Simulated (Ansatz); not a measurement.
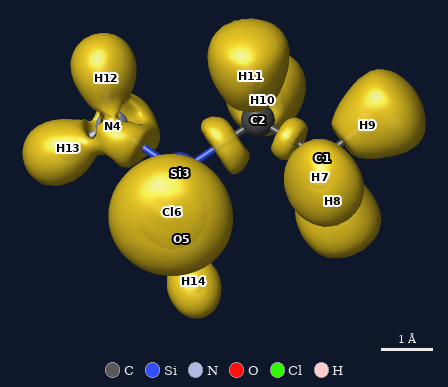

*C2H8ClNOSi (SMILES CC[Si](N)(O)Cl). Isosurface of the ELF at 0.8 (yellow), seen at a tilt. Only the valence region is drawn (cores and ρ < 0.01 e/Å³ removed).*

Geometry: PBE0-D4/def2-TZVP.

Level of theory: RKS PBE0-D4/def2-TZVPP (Ansatz 0.2.0).

| atom | x (Å) | y (Å) | z (Å) |
| --- | --- | --- | --- |
| C | 0.8887 | -1.7453 | 0.3616 |
| C | 0.9312 | -0.2202 | 0.3534 |
| Si | -0.6472 | 0.5914 | -0.1881 |
| N | -0.4639 | 2.2760 | -0.1890 |
| O | -1.1364 | 0.1795 | -1.6965 |
| Cl | -2.1534 | -0.1001 | 1.0847 |
| H | 0.1233 | -2.1171 | 1.0460 |
| H | 0.6636 | -2.1396 | -0.6325 |
| H | 1.8470 | -2.1677 | 0.6723 |
| H | 1.7150 | 0.1399 | -0.3226 |
| H | 1.1872 | 0.1598 | 1.3492 |
| H | 0.0046 | 2.7479 | 0.5662 |
| H | -1.1588 | 2.8622 | -0.6225 |
| H | -1.8137 | -0.4958 | -1.7534 |

Question: What do the ELF domains correspond to?

Answer: The ELF exceeds this value in one region between bonded C–C atoms (shared pairs), one region between bonded C–Si atoms (shared pairs), five regions around hydrogen nuclei, one region on Cl in which the atom's valence shell and bonds are merged, one joined region spread over several atoms (H, N), in which their bonds and any lone pairs are merged and one joined region spread over several atoms (H, O), in which their bonds and any lone pairs are merged. Profiles from the grid: C–C (1.53 Å): the ELF peaks at about 0.95 between the atoms, as expected for localised, covalent bonding. Si–O (1.64 Å): the ELF peaks at about 0.85 between the atoms: a polar covalent bond.
